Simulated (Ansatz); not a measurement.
Nudged elastic band of B2SiH3BrClOF

B2SiH3BrClOF, computed with RKS B3LYP-D4/def2-SVP (Ansatz 0.2.0).

It belongs to a series of runs on one base structure; here: band between the two ends. Figures and captions count atoms from 1; the log counts them from 0 in places.

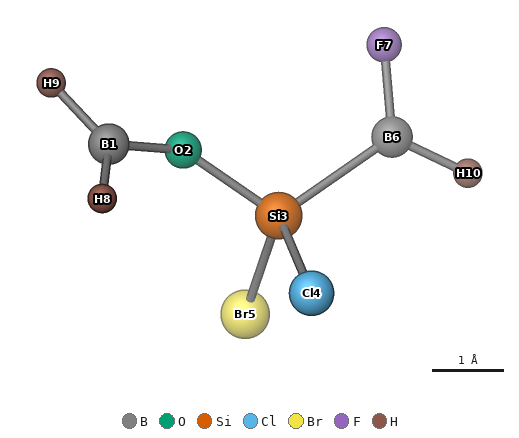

**Figure 1.** The starting structure (ball-and-stick view, seen at an oblique angle; atoms are numbered from 1 in the order of the input). Bond lengths as drawn: Br–Si 2.23 Å, B–F 1.32 Å, B–H 1.21 Å, B–O 1.36 Å, B–Si 2.03 Å, Cl–Si 2.07 Å and O–Si 1.66 Å.

## Input
```yaml
crystal:
  periodic: [false, false, false]
  atoms:
    - { symbol: B, position_ang: [-2.052566, 0.811998, 0.452278] }
    - { symbol: O, position_ang: [-0.734443, 0.715018, 0.145105] }
    - { symbol: Si, position_ang: [0.345618, -0.351359, -0.534559] }
    - { symbol: Cl, position_ang: [-0.45254, -2.265836, -0.528265] }
    - { symbol: Br, position_ang: [0.698844, 0.299615, -2.642492] }
    - { symbol: B, position_ang: [2.132729, -0.357288, 0.421302] }
    - { symbol: F, position_ang: [2.345571, 0.454253, 1.436468] }
    - { symbol: H, position_ang: [-2.794433, -0.120522, 0.248751] }
    - { symbol: H, position_ang: [-2.434744, 1.850988, 0.932782] }
    - { symbol: H, position_ang: [3.028965, -1.088067, 0.07163] }
basis:
  gaussian: { orbitals: def2-SVP }
hamiltonian:
  xc: b3lyp
  dispersion: d4
neb:
  order_check: false
  images: 5
  f_tol: 0.05
  max_iterations: 47
  initial_path: idpp
  final_atoms:
    - { symbol: B, position_ang: [-2.01592323, 0.81561945, 0.47363614] }
    - { symbol: O, position_ang: [-0.75998908, 0.74096478, -0.03229752] }
    - { symbol: Si, position_ang: [0.33966158, -0.36699379, -0.60367223] }
    - { symbol: Cl, position_ang: [-0.46259305, -2.27783674, -0.50948683] }
    - { symbol: Br, position_ang: [0.76297032, 0.15976085, -2.73043525] }
    - { symbol: B, position_ang: [2.083201, -0.31895374, 0.42926595] }
    - { symbol: F, position_ang: [2.22730821, 0.51629564, 1.43842643] }
    - { symbol: H, position_ang: [-2.42628716, 1.9075222, 0.78433379] }
    - { symbol: H, position_ang: [-2.67585552, -0.1883354, 0.60886372] }
    - { symbol: H, position_ang: [3.01050793, -1.03924325, 0.1443658] }
```

Run on 2 threads of Arm Neoverse V1, 24 GiB of memory available, shared host.

Run as:
```bash
ansatz run input.yaml --threads 2 --pin off --max-ram 3072MiB --backend cpu --events-out ev --progress --plain --runs-dir out
```

## The program's output
```
Engine: ansatz 0.2.0, aarch64-unknown-linux-gnu
Functional definition: B3LYP
  parameter a0 = 0.2
  parameter ax = 0.72
  parameter ac = 0.81
  exchange = (1 - a0 - ax)*slater_x + ax*b88_x + a0*exact_x
  correlation = (1 - ac)*vwn_rpa_c + ac*lyp_c
1442 factors; integrals over basis functions are off by at most 3.6e-4 eV
mean field evaluation 1: about -96594.9425 eV, gradient 5.1e1 eV
mean field evaluation 2: about -96583.5123 eV, gradient 9.4e1 eV
mean field evaluation 4: about -96599.5774 eV, gradient 4.2e0 eV
mean field evaluation 8: about -96599.6459 eV, gradient 9.1e-2 eV
mean field evaluation 16: about -96599.6459 eV, gradient 2.5e-5 eV
mean field -96599.64589303 eV, -3549.9715089771 hartree, gradient 2.5e-5 eV, S^2 0.000000; 0 other end points of the search recorded, 0 dependent functions left out
the calculation of the forces begins
reference -96599.64619601 eV, -3549.9715201115 hartree; 48, 48 occupied and 91, 91 virtual orbitals, 1442 factors
1442 factors; integrals over basis functions are off by at most 3.6e-4 eV
mean field evaluation 32: about -96599.6450 eV, gradient 2.5e-5 eV
mean field -96599.64496069 eV, -3549.9714747144 hartree, gradient 2.5e-5 eV, S^2 0.000000; 0 other end points of the search recorded, 0 dependent functions left out
[... from here on the field's lines of each further geometry are left out, up to the last ...]
NEB iter   1: max|band force component| = 5.771e-1 eV/Å  barrier→ = 0.1738 eV  barrier← = 0.1721 eV  Δτ_max = 0.0669 Å  (193 SCF iters)
NEB iter   2: max|band force component| = 3.171e-1 eV/Å  barrier→ = 0.1519 eV  barrier← = 0.1502 eV  CI = image 3  Δτ_max = 0.1676 Å  (157 SCF iters)
NEB iter   3: max|band force component| = 6.898e-1 eV/Å  barrier→ = 0.1854 eV  barrier← = 0.1837 eV  CI = image 3  Δτ_max = 0.0843 Å  (154 SCF iters)
NEB iter   4: max|band force component| = 2.974e-1 eV/Å  barrier→ = 0.1400 eV  barrier← = 0.1383 eV  CI = image 3  Δτ_max = 0.0621 Å  (157 SCF iters)
NEB iter   5: max|band force component| = 2.281e-1 eV/Å  barrier→ = 0.1348 eV  barrier← = 0.1331 eV  CI = image 3  Δτ_max = 0.1703 Å  (162 SCF iters)
NEB iter   6: max|band force component| = 2.832e-1 eV/Å  barrier→ = 0.1249 eV  barrier← = 0.1232 eV  CI = image 3  Δτ_max = 0.0854 Å  (153 SCF iters)
NEB iter   7: max|band force component| = 2.494e-1 eV/Å  barrier→ = 0.1160 eV  barrier← = 0.1143 eV  CI = image 3  Δτ_max = 0.0854 Å  (156 SCF iters)
NEB iter   8: max|band force component| = 3.785e-1 eV/Å  barrier→ = 0.1084 eV  barrier← = 0.1067 eV  CI = image 3  Δτ_max = 0.0426 Å  (158 SCF iters)
NEB iter   9: max|band force component| = 1.940e-1 eV/Å  barrier→ = 0.1026 eV  barrier← = 0.1009 eV  CI = image 3  Δτ_max = 0.0426 Å  (161 SCF iters)
NEB iter  10: max|band force component| = 1.876e-1 eV/Å  barrier→ = 0.1004 eV  barrier← = 0.0987 eV  CI = image 3  Δτ_max = 0.0426 Å  (161 SCF iters)
NEB iter  11: max|band force component| = 4.158e-1 eV/Å  barrier→ = 0.1004 eV  barrier← = 0.0987 eV  CI = image 3  Δτ_max = 0.0213 Å  (158 SCF iters)
NEB iter  12: max|band force component| = 2.291e-1 eV/Å  barrier→ = 0.0967 eV  barrier← = 0.0950 eV  CI = image 3  Δτ_max = 0.0427 Å  (161 SCF iters)
NEB iter  13: max|band force component| = 1.499e-1 eV/Å  barrier→ = 0.0911 eV  barrier← = 0.0894 eV  CI = image 3  Δτ_max = 0.0426 Å  (162 SCF iters)
NEB iter  14: max|band force component| = 9.248e-2 eV/Å  barrier→ = 0.0881 eV  barrier← = 0.0864 eV  CI = image 3  Δτ_max = 0.0426 Å  (155 SCF iters)
NEB iter  15: max|band force component| = 8.269e-2 eV/Å  barrier→ = 0.0855 eV  barrier← = 0.0838 eV  CI = image 3  Δτ_max = 0.0426 Å  (153 SCF iters)
NEB iter  16: max|band force component| = 7.080e-2 eV/Å  barrier→ = 0.0833 eV  barrier← = 0.0816 eV  CI = image 3  Δτ_max = 0.0662 Å  (157 SCF iters)
NEB iter  17: max|band force component| = 5.851e-2 eV/Å  barrier→ = 0.0804 eV  barrier← = 0.0787 eV  CI = image 3  Δτ_max = 0.0853 Å  (154 SCF iters)
NEB iter  18: max|band force component| = 3.440e-1 eV/Å  barrier→ = 0.0791 eV  barrier← = 0.0774 eV  CI = image 3  Δτ_max = 0.0427 Å  (151 SCF iters)
NEB iter  19: max|band force component| = 2.171e-1 eV/Å  barrier→ = 0.0796 eV  barrier← = 0.0779 eV  CI = image 3  Δτ_max = 0.0426 Å  (154 SCF iters)
NEB iter  20: max|band force component| = 1.427e-1 eV/Å  barrier→ = 0.0767 eV  barrier← = 0.0750 eV  CI = image 3  Δτ_max = 0.0411 Å  (148 SCF iters)
NEB iter  21: max|band force component| = 1.210e-1 eV/Å  barrier→ = 0.0747 eV  barrier← = 0.0730 eV  CI = image 3  Δτ_max = 0.0376 Å  (153 SCF iters)
NEB iter  22: max|band force component| = 3.946e-2 eV/Å  barrier→ = 0.0734 eV  barrier← = 0.0717 eV  CI = image 3  Δτ_max = 0.0162 Å  (154 SCF iters)
the calculation of the forces begins
reference -96599.63821578 eV, -3549.9712268434 hartree; 48, 48 occupied and 91, 91 virtual orbitals, 1442 factors
1442 factors; integrals over basis functions are off by at most 4.0e-4 eV
mean field evaluation 928: about -96599.5839 eV, gradient 2.4e-5 eV
mean field -96599.58394841 eV, -3549.9692325545 hartree, gradient 2.4e-5 eV, S^2 0.000000; 1 other end points of the search recorded, 0 dependent functions left out
the calculation of the forces begins
reference -96599.58425718 eV, -3549.9692439015 hartree; 48, 48 occupied and 91, 91 virtual orbitals, 1442 factors
NEB iter  23: max|band force component| = 4.549e-2 eV/Å  barrier→ = 0.0730 eV  barrier← = 0.0713 eV  CI = image 3  Δτ_max = 0.0000 Å  (168 SCF iters)
```

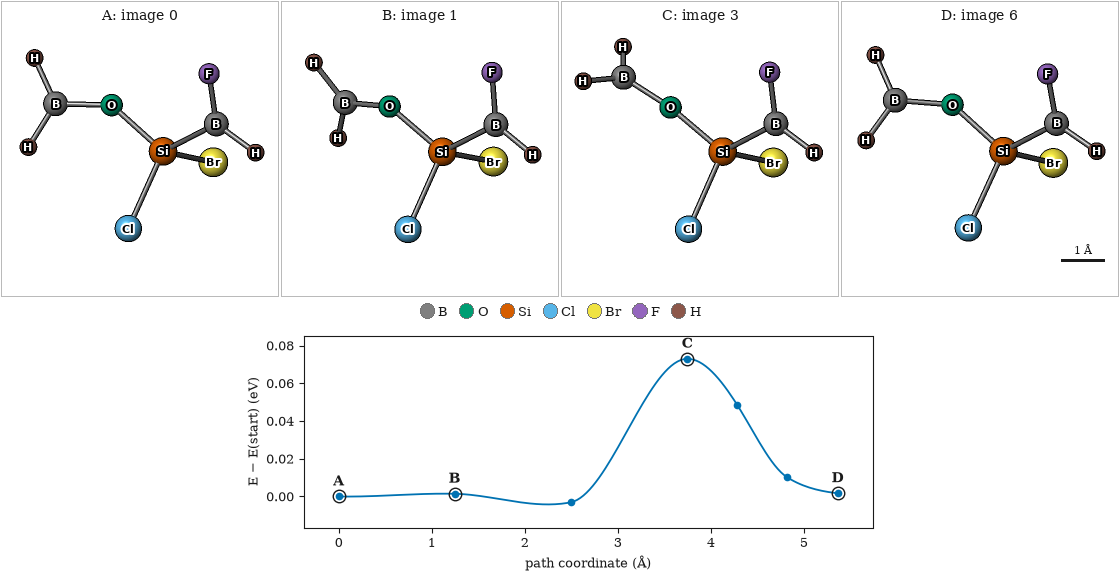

**Figure 2.** Images of the last band (counted from 0; ball-and-stick, seen at a tilt) above the energy along the path; the line is a cubic interpolation that uses the forces. The highest image is number 3, 0.073 eV above the start and 0.071 eV above the end (the climbing image); the end lies 0.002 eV above the start. The path is 5.36 Å long. The band converged in 23 iterations.

```
Total energy: -96600.10539078 eV, -3549.9883952080 hartree
Atom 0 at    -2.108568     0.789956     0.346727 Å, force     0.016397     0.005776     0.008078 eV/Å
Atom 1 at    -0.939062     0.214428     0.000483 Å, force    -0.020628    -0.023106    -0.001183 eV/Å
Atom 2 at     0.372146    -0.675265    -0.414545 Å, force     0.016267     0.005859     0.002582 eV/Å
Atom 3 at     0.093770    -2.611014     0.269948 Å, force     0.000743     0.000846    -0.001580 eV/Å
Atom 4 at     0.549269    -0.726348    -2.645991 Å, force    -0.001928    -0.002826    -0.000198 eV/Å
Atom 5 at     2.098169     0.091503     0.319356 Å, force    -0.004209     0.005719    -0.000850 eV/Å
Atom 6 at     2.088576     1.262547     0.924969 Å, force    -0.001737    -0.000873    -0.000396 eV/Å
Atom 7 at    -2.650947     1.532001    -0.438766 Å, force     0.005736     0.006488     0.001365 eV/Å
Atom 8 at    -2.573711     0.556081     1.438723 Å, force    -0.008801     0.001863    -0.005558 eV/Å
Atom 9 at     3.153360    -0.485090     0.202097 Å, force    -0.001840     0.000255    -0.002260 eV/Å
Dipole moment:     0.173797     0.058058     0.097087 e Å
this run last wrote the band of iteration 23 to [file]; this run last wrote the band within `neb.f_tol` of iteration 22 to [file]
```

## The last band as extended XYZ (Å, eV, eV/Å)
```
10
Properties=species:S:1:pos:R:3:forces:R:3 image=0 energy=-96600.17809
B    -2.0526    0.8120    0.4523    0.0124  -0.0051  -0.0033
O    -0.7344    0.7150    0.1451   -0.0059   0.0029  -0.0001
Si    0.3456   -0.3514   -0.5346    0.0010   0.0028   0.0013
Cl   -0.4525   -2.2658   -0.5283   -0.0006  -0.0006  -0.0004
Br    0.6988    0.2996   -2.6425   -0.0008  -0.0014   0.0036
B     2.1327   -0.3573    0.4213   -0.0039   0.0001  -0.0040
F     2.3456    0.4543    1.4365   -0.0004   0.0031   0.0038
H    -2.7944   -0.1205    0.2488   -0.0019   0.0022   0.0005
H    -2.4347    1.8510    0.9328   -0.0014  -0.0010   0.0004
H     3.0290   -1.0881    0.0716    0.0017  -0.0029  -0.0017
10
Properties=species:S:1:pos:R:3:forces:R:3 image=1 energy=-96600.17665
B    -2.0870    0.8068    0.3428    0.0055   0.0010  -0.0029
O    -0.7634    0.5189    0.4503   -0.0074   0.0012   0.0021
Si    0.3307   -0.4545   -0.3449    0.0030  -0.0027   0.0002
Cl   -0.2872   -2.4234   -0.1572    0.0002  -0.0004  -0.0001
Br    0.3825    0.1065   -2.5119   -0.0008  -0.0001   0.0001
B     2.2131   -0.2413    0.3730   -0.0003  -0.0006   0.0010
F     2.4958    0.7347    1.2105    0.0000  -0.0003   0.0006
H    -2.7515    0.3099   -0.5371    0.0004  -0.0001   0.0005
H    -2.5557    1.5691    1.1521   -0.0006   0.0005   0.0006
H     3.1057   -0.9779    0.0256   -0.0001   0.0015  -0.0022
10
Properties=species:S:1:pos:R:3:forces:R:3 image=2 energy=-96600.18121
B    -2.0520    0.8332    0.3300   -0.0110  -0.0404  -0.0032
O    -0.8925    0.1543    0.5057   -0.0136  -0.0131   0.0024
Si    0.3142   -0.6532   -0.2994    0.0123   0.0131   0.0118
Cl    0.0238   -2.6728    0.0374    0.0019   0.0087  -0.0028
Br    0.2197   -0.2482   -2.5011   -0.0180   0.0033   0.0038
B     2.1498   -0.0678    0.3255    0.0031  -0.0144  -0.0118
F     2.2750    1.0434    1.0223    0.0065   0.0079   0.0091
H    -2.4742    1.0400   -0.7837    0.0137   0.0101  -0.0051
H    -2.6296    1.2060    1.3220   -0.0002   0.0248  -0.0042
H     3.1488   -0.6862    0.0443    0.0054   0.0001   0.0000
10
Properties=species:S:1:pos:R:3:forces:R:3 image=3 energy=-96600.10508
B    -2.1086    0.7900    0.3467    0.0164   0.0058   0.0081
O    -0.9391    0.2144    0.0005   -0.0206  -0.0231  -0.0012
Si    0.3721   -0.6753   -0.4145    0.0163   0.0059   0.0026
Cl    0.0938   -2.6110    0.2699    0.0007   0.0008  -0.0016
Br    0.5493   -0.7263   -2.6460   -0.0019  -0.0028  -0.0002
B     2.0982    0.0915    0.3194   -0.0042   0.0057  -0.0008
F     2.0886    1.2625    0.9250   -0.0017  -0.0009  -0.0004
H    -2.6509    1.5320   -0.4388    0.0057   0.0065   0.0014
H    -2.5737    0.5561    1.4387   -0.0088   0.0019  -0.0056
H     3.1534   -0.4851    0.2021   -0.0018   0.0003  -0.0023
10
Properties=species:S:1:pos:R:3:forces:R:3 image=4 energy=-96600.12938
B    -2.1016    0.7238    0.3121   -0.0045  -0.0097  -0.0209
O    -0.9626    0.2767   -0.2607    0.0339   0.0226  -0.0205
Si    0.3811   -0.6623   -0.4297   -0.0145   0.0131  -0.0254
Cl    0.0720   -2.5020    0.4748   -0.0147   0.0135   0.0176
Br    0.6855   -0.9703   -2.6219    0.0091  -0.0254   0.0009
B     2.0623    0.1962    0.3098   -0.0179  -0.0080   0.0280
F     1.9985    1.3786    0.8893   -0.0008   0.0035  -0.0108
H    -2.7344    1.5602   -0.2880   -0.0073   0.0199   0.0409
H    -2.4561    0.2957    1.3868    0.0211  -0.0366  -0.0071
H     3.1383   -0.3479    0.2305   -0.0043   0.0071  -0.0027
10
Properties=species:S:1:pos:R:3:forces:R:3 image=5 energy=-96600.16797
B    -2.0848    0.6505    0.2703    0.0122  -0.0072  -0.0346
O    -0.9436    0.3790   -0.4090   -0.0042   0.0005   0.0149
Si    0.3793   -0.6254   -0.4205    0.0035   0.0154  -0.0243
Cl   -0.0060   -2.3231    0.7068   -0.0107   0.0120   0.0085
Br    0.7258   -1.2089   -2.5457   -0.0060  -0.0112   0.0070
B     2.0541    0.2816    0.2739   -0.0085  -0.0067   0.0252
F     1.9843    1.5077    0.7528    0.0038   0.0010  -0.0092
H    -2.7673    1.5586   -0.1375   -0.0036   0.0123   0.0230
H    -2.3865    0.0012    1.2449    0.0115  -0.0213  -0.0066
H     3.1276   -0.2725    0.2670    0.0021   0.0051  -0.0039
10
Properties=species:S:1:pos:R:3:forces:R:3 image=6 energy=-96600.17639
B    -2.0255    0.7895    0.4772    0.0109  -0.0031   0.0054
O    -0.7798    0.7187   -0.0541   -0.0125   0.0044   0.0055
Si    0.3353   -0.3910   -0.5910    0.0079   0.0019   0.0090
Cl   -0.4143   -2.3133   -0.3746    0.0007   0.0029  -0.0039
Br    0.6964    0.0292   -2.7527   -0.0033  -0.0043   0.0007
B     2.0999   -0.2432    0.3956    0.0075   0.0068   0.0120
F     2.2449    0.6492    1.3544   -0.0024  -0.0069  -0.0105
H    -2.4572    1.8861    0.7382    0.0014  -0.0052  -0.0057
H    -2.6557   -0.2217    0.6822   -0.0058   0.0038  -0.0068
H     3.0391   -0.9546    0.1278   -0.0043  -0.0003  -0.0056
```

## Results in brief

- outcome: converged
- barrier, forward: 0.073 eV
- barrier, backward: 0.071 eV
- wall time: 11 min (CPU time 21 min)
- peak memory: 0.44 GiB

The order of the saddle point was not checked.
